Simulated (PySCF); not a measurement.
## Electronic structure of C4H10ClSi2 (doublet) in real space

```xyz
17

C     2.0174    0.7376    0.3224
C     1.6916   -0.7422    0.1680
Si   -0.1623   -1.0641   -0.1369
Cl   -0.4313   -3.0890   -0.1693
C    -0.9520   -0.1293   -1.5590
Si   -2.0853    0.9255   -0.4980
C    -1.3961   -0.0993    0.9771
H     3.0869    0.8827    0.4658
H     1.4992    1.1579    1.1807
H     1.7088    1.2906   -0.5616
H     2.0166   -1.2792    1.0605
H     2.2660   -1.1502   -0.6650
H    -0.9460   -0.3133   -2.6216
H    -1.7238    2.3453   -0.4477
H    -3.5219    0.7798   -0.7468
H    -2.1414   -0.7275    1.4563
H    -0.9333    0.4869    1.7653
```

Geometry: GFN2-xTB.

All numbers below come from UKS B3LYP, pcH-1 on C Cl H Si, non-relativistic, mean-field spin-orbit, GIAO in PySCF.

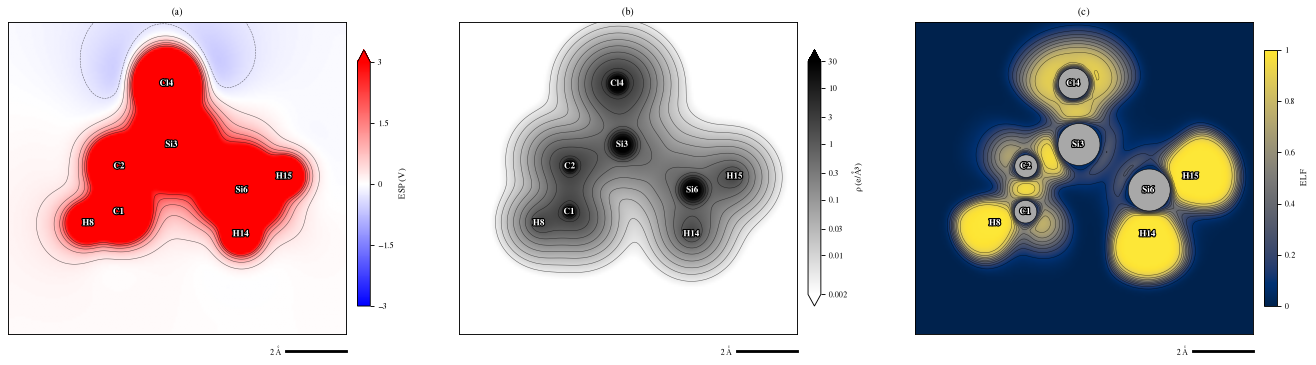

Figure 1. (a) molecular electrostatic potential; (b) total electron density; (c) electron localisation function on the plane of atoms H14, Si6 and H15. Grey discs cover the atomic cores in the ELF map.

What does the map show?

Answer.
- The plane passes through C, Si, Cl and H nuclei.
- C–C (1.52 Å): ρ is about 1.6 e/Å³ halfway; the ELF peaks at about 0.95 between the atoms (a shared electron pair).
- Si–Cl (2.04 Å): the density is about 0.91 e/Å³ at the midpoint; the ELF peaks at about 0.90 between the atoms (a shared but strongly polarised pair).
- C–H (1.09 Å): the density is about 2 e/Å³ at the midpoint; the ELF climbs to about 1 towards the hydrogen, as it does in any bond to H; an ordinary covalent bond to hydrogen.
- C–Si (1.91 Å): the density is about 0.94 e/Å³ at the midpoint; the ELF peaks at about 0.95 between the atoms (a covalent bond).
- Si–H (1.47 Å): ρ is about 0.8 e/Å³ halfway; the ELF climbs to about 1 towards the hydrogen.
- The ELF also peaks beside Cl4, away from the bonds: non-bonding electrons, paired or unpaired.
- Outside the dense part of the molecule the potential is most negative (−0.6 V) near Cl4.

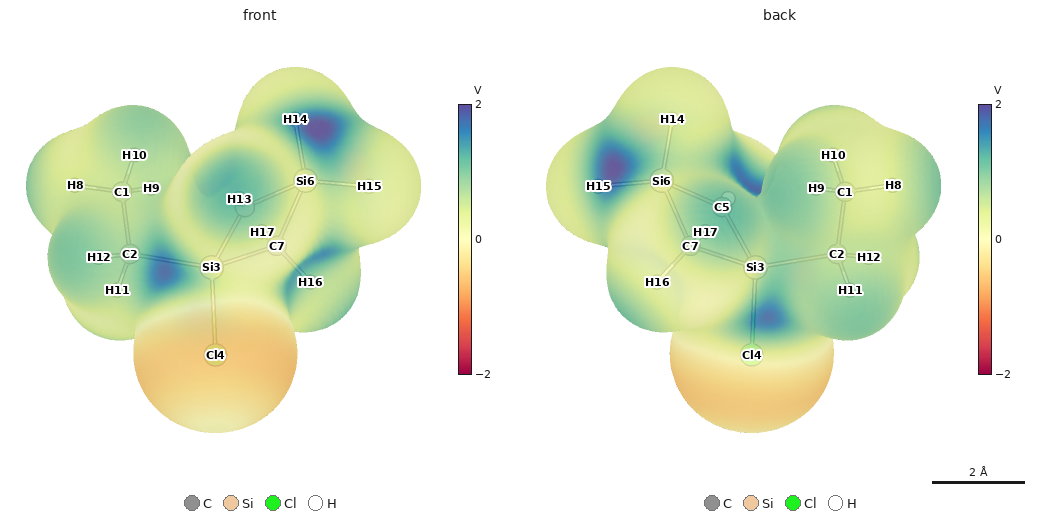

Figure 2. The molecular electrostatic potential painted on the density surface at 0.004 e/bohr³, seen from the front and from behind; the colour scale runs from red (negative) to blue (positive).

Which sites attract a positive test charge, and which a negative one?

Answer. A positive charge is drawn to the negative regions and a negative charge to the positive ones. The most negative region (about −0.6 V) lies over Cl4, the most positive (about +1.9 V) over Si6.
